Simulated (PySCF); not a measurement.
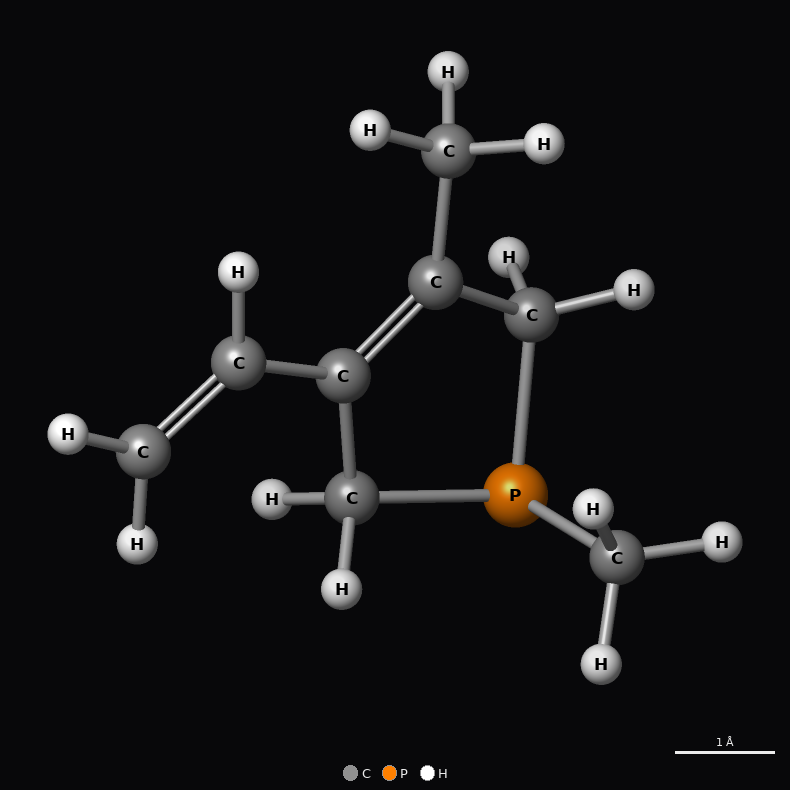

Ball-and-stick drawing of a structure. Multiple sticks mark multiple bonds (one Kekulé form).

**Which formula does it have?**

C8H13P, 22 atoms: 8 carbon, 13 hydrogen and 1 phosphorus.

**Describe its rings.**

Independent rings (smallest set): 1 of 5 members.

**Count the bonded pairs by element.**

13 C–H, 6 C–C, 3 C–P.

The parts below concern this one geometry. Atoms keep their numbers from picture to picture. Computed geometry: PBE0-D3(BJ)/def2-SVP optimisation. No frequency run is at hand to confirm it as a minimum.

**Geometry**

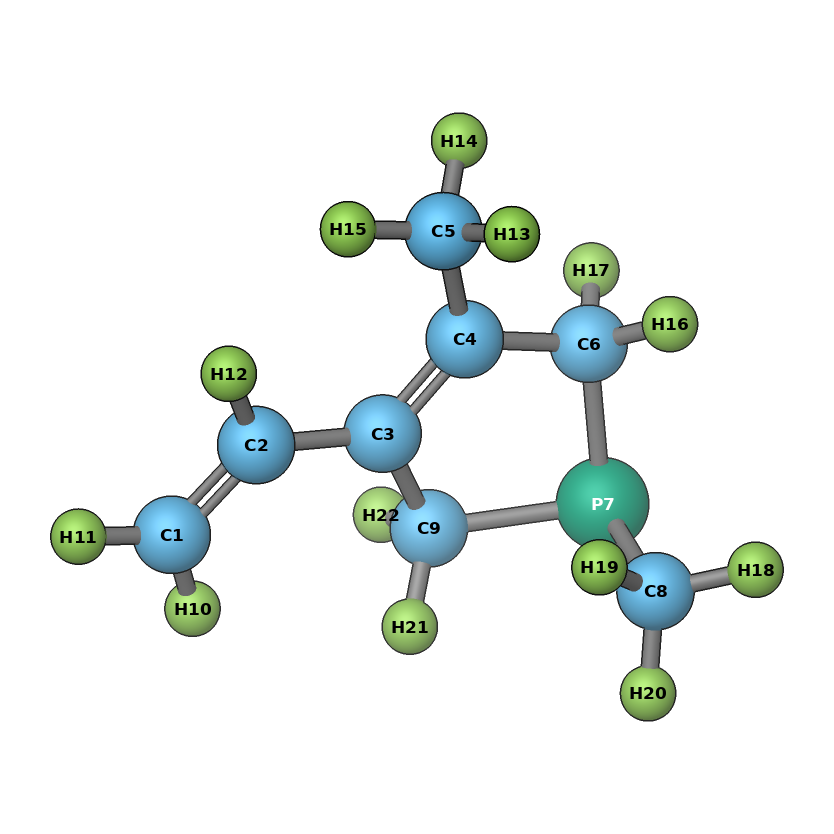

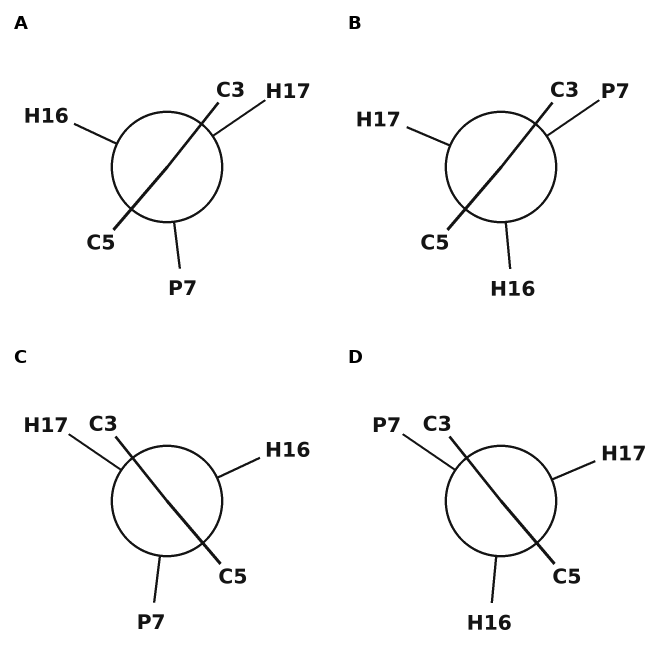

Atoms fade into the background with distance from the viewer. Bonds that would overlap in a projection are set slightly apart. No frequency run is at hand to confirm it as a minimum.

**Which Newman projection shows the view along C4–C6, with C4 in front?**

D. The torsion angle C5–C4–C6–P7 is 168°, antiperiplanar (anti).

**Dipole moment**

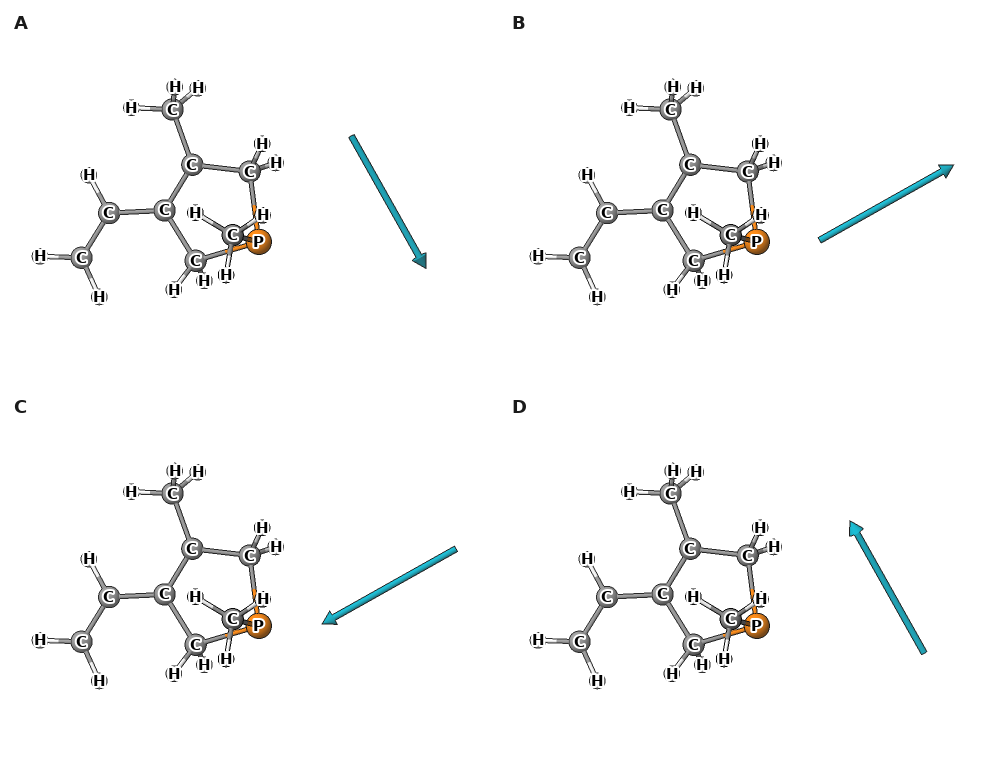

The same molecule four times, each with an arrow. No frequency run is at hand to confirm it as a minimum. Properties computed with B3LYP/def2-SVPD, gas phase (PySCF 2.14.0).

**Which arrow points along the dipole moment, from the negative to the positive end?**

D. The dipole moment is 1.39 D.

**Excitation**

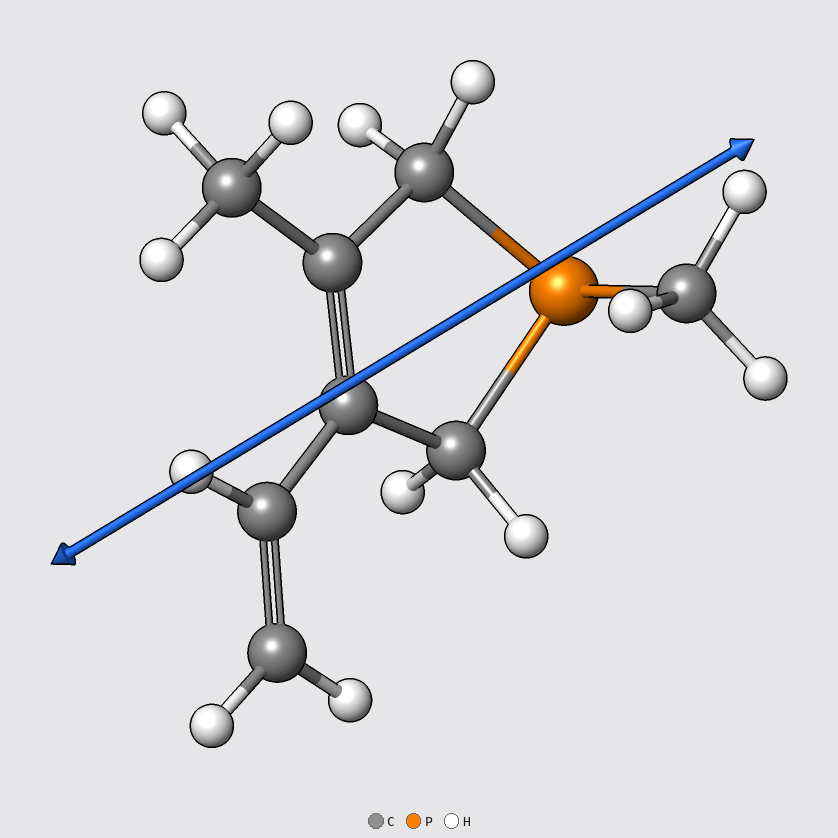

The double arrow shows the direction of the transition dipole to excited singlet state 9 (its length means nothing). No frequency run is at hand to confirm it as a minimum. Level of theory: TDDFT B3LYP/def2-SVPD, vertical, gas phase, core orbitals frozen in the response (PySCF 2.14.0).

**Give its energy, strength and character.**

6.37 eV (195 nm), oscillator strength 0.075, mainly HOMO−1 → LUMO+3 (weight 0.91); transition dipole 1.76 D.

**NMR shielding**

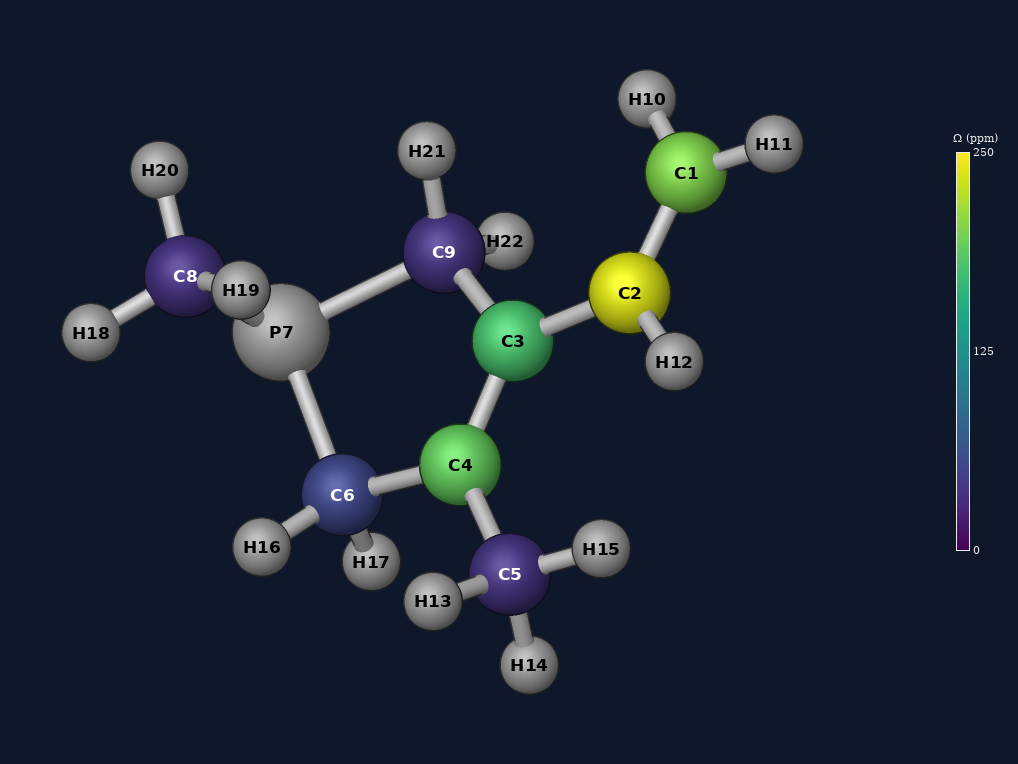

The C atoms are coloured by the span of their shielding tensor. No frequency run is at hand to confirm it as a minimum. Properties computed with GIAO PBE0/pcSseg-1 NMR shielding, non-relativistic, IEF-PCM tetrahydrofuran (PySCF 2.14.0). Principal shieldings σ11 ≤ σ22 ≤ σ33, span Ω = σ33 − σ11, skew κ = 3(σiso − σ22)/Ω.

**Which C atom has the most anisotropic shielding?**

C2, with a span of 237 ppm.

Give the shielding tensors of the C atoms.

```
atom    σ11    σ22    σ33   σiso      Ω      κ
  C1  −38.9   69.5  164.0   64.8  202.9  −0.07
  C2  −75.5   45.4  161.2   43.7  236.8  −0.02
  C3  −48.6   56.8  129.3   45.8  177.9  −0.19
  C4  −59.3   34.2  131.5   35.4  190.7   0.02
  C5  146.7  167.4  185.3  166.5   38.6  −0.07
  C6  114.5  138.9  169.0  140.8   54.5   0.11
  C8  150.5  173.9  188.5  171.0   38.0  −0.23
  C9  128.9  149.5  167.8  148.8   38.9  −0.06
```

Shieldings and span in ppm.
